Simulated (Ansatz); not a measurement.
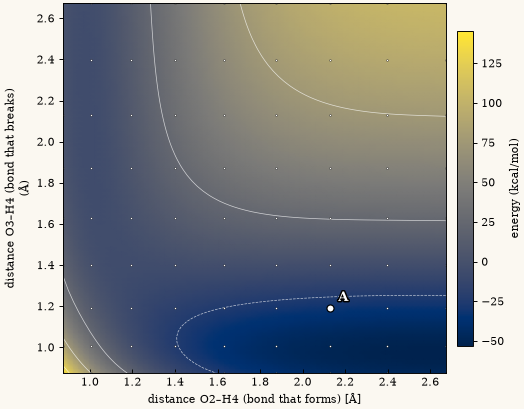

The reacting system H₄O₄Si. First axis: distance O2–H4 (bond that forms). Second axis: distance O3–H4 (bond that breaks). Relaxed at each point: all other coordinates. The grid has 9 × 9 points. Points are written as (first, second). All energies are given in kcal/mol relative to a guessed transition structure relaxed with its forming and breaking bonds held. The reference is spin-restricted, so regions where a bond is pulled apart into radicals lie too high. Theory: Ansatz 0.2.0, RKS PBE0-D4/def2-SVP.

The picture shows a smooth colour map with a few white contour lines, dots at the grid points, the point A. Between grid points the surface is interpolated.

Which way does the force act at A, and how strong is it?

Answer. A, at (2.129 Å, 1.191 Å), is not a stationary point. The computed force is 7 kcal/mol for each Å towards larger values of the first coordinate and 127 kcal/mol for each Å towards smaller values of the second coordinate.
